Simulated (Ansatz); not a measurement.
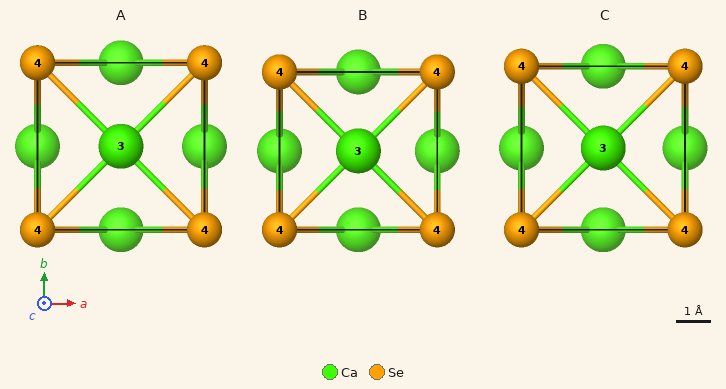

3 geometries from one relaxation of crystalline Ca₃Se (built on the Cu3Au (L1_2)_221 type), in shuffled order. The picture is a ball-and-stick view of the cell of the calculation, seen along the c axis.

Case: Cu3Au (L1_2) type (Pm-3m, No. 221).

The calculation used DFT PBE, scalar-relativistic, plane waves, PAW in Ansatz 0.2.0. (plane-wave cutoff 420 eV; k-point mesh 10 × 10 × 10; occupations gaussian; smearing width 0.1 eV; no spin polarisation; cell and atoms relaxed; force threshold 0.01 eV/Å; at most 80 steps)

Put them in the order of the run, from the start to the converged end.

B, C, A. They are steps 0, 1, 4, at +0.240 eV per cell of the calculation, +33.9 meV per cell of the calculation relative to the last. The atoms keep their places relative to the cell (all moves are under 0.005 Å). The volume changes by +18.4 %, with a = b = c 4.766 → 5.043 Å (+5.8 %). Some distances before and after: Ca–Ca 3.370 → 3.566 Å, Ca–Se 3.370 → 3.566 Å. The space group stays Pm-3m (No. 221). After 3 accepted moves (4 points after the start) the energy has fallen by 0.240 eV per cell of the calculation. All forces vanish by symmetry, so only the cell relaxes. The pressure goes from 4.21 to 0.01 GPa. The SCF was repeated once at an unchanged geometry on a basis and grid sized afresh for the cell, which shifted the energy by 0.9 meV per cell of the calculation at most.
